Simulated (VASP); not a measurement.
Band structure of GeSe (space group Fm-3m). Method: PBEsol GGA, VASP's PBE PAW potentials (set 64) (plane waves; VASP).

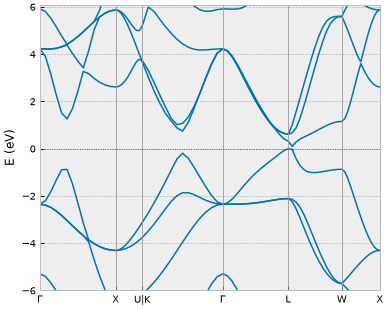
*Bands along high-symmetry lines, zero at the valence-band maximum or, without a gap, the Fermi level*

Q: Read the plot: is there a gap, and where are the band edges?

A: The gap is indirect, 0.10 eV, from the valence maximum at L to the conduction minimum at L-W at 0.07. (Edges off the drawn lines would not show.)

The structure comes from a computed database's GeSe entry (Fm-3m); how it stands against other phases isn't given here. It was relaxed first.
